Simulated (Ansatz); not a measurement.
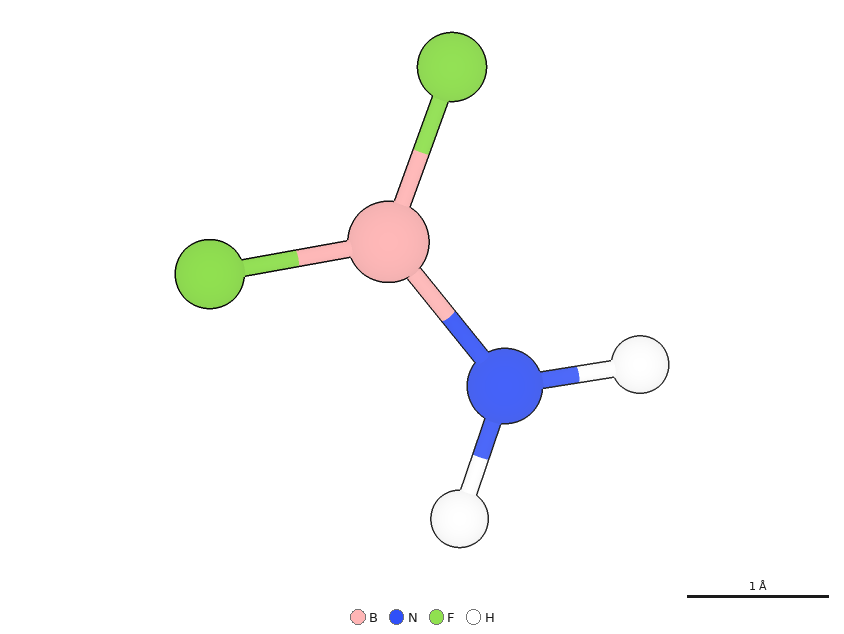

Ball-and-stick drawing of a structure. Every bond is drawn as one stick, whatever its order.

The computed structure is the end point of a PBE0-D4/def2-TZVP optimisation.

Question: Give the formula.

Answer: BF2H2N, 6 atoms: 1 boron, 2 fluorine, 2 hydrogen and 1 nitrogen.

Question: How many bonds of each kind are drawn?

Answer: 2 N–H, 2 B–F, 1 B–N. Sticks follow a distance rule.

More results for the same structure follow; atom numbers are the same in all pictures, views and colours differ.

**Vibrations**

Harmonic vibrations computed with RKS PBE0-D4/def2-TZVP (Ansatz 0.2.0) at a stationary point of the same level.

Question: List the wavenumbers.

Answer: 12 modes: 379, 433, 473, 551, 665, 879, 909, 1432, 1459, 1637, 3652, 3756 cm⁻¹.

**Electronic properties**

Properties computed with RKS PBE0-D4/def2-TZVPP (Ansatz 0.2.0).

Question: Give the HOMO–LUMO gap at this level.

Answer: 9.30 eV.

Question: What is the HOMO energy (Kohn–Sham orbital)?

Answer: −8.65 eV.

**Dipole moment**

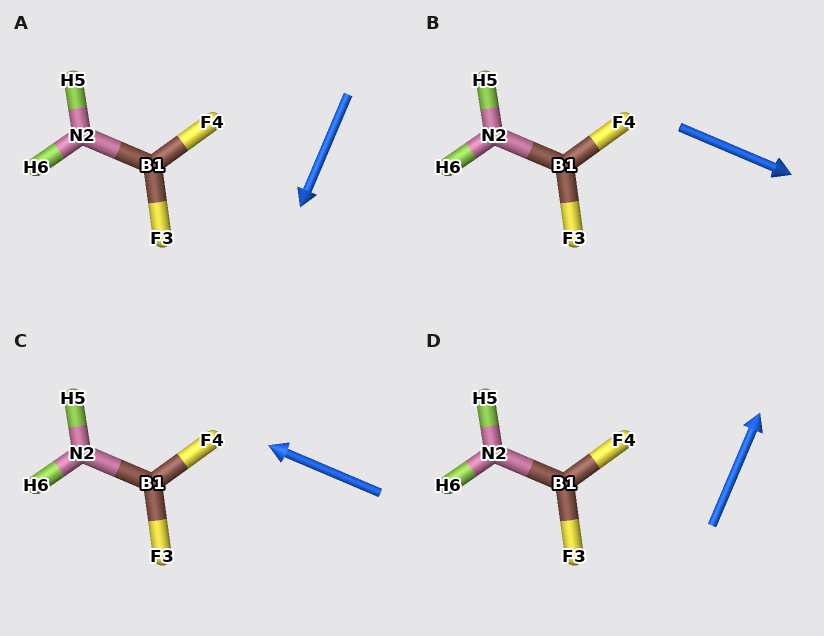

The same molecule four times, each with an arrow. Level of theory: RKS PBE0-D4/def2-TZVP (Ansatz 0.2.0).

Question: Which arrow points along the dipole moment, from the negative to the positive end?

Answer: C. The dipole moment is 2.72 D; it points from the side of F3, F4 to the side of H5, H6 (the outermost atoms at the two ends).

**Charges**

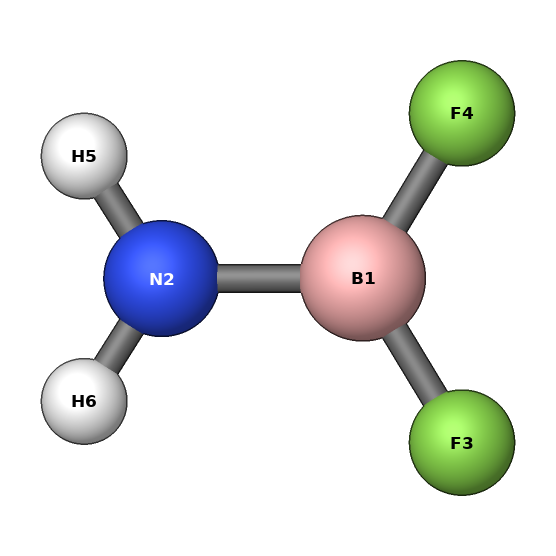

The questions are on Mulliken charges. Properties computed with RKS PBE0-D4/def2-TZVP (Ansatz 0.2.0).

List the Mulliken charges.

| atom | value (e) |
| --- | --- |
| B1 | 0.53 |
| N2 | −0.50 |
| F3 | −0.27 |
| F4 | −0.27 |
| H5 | 0.25 |
| H6 | 0.25 |

Mulliken values depend strongly on the basis set and can even reverse the polarity of a bond.
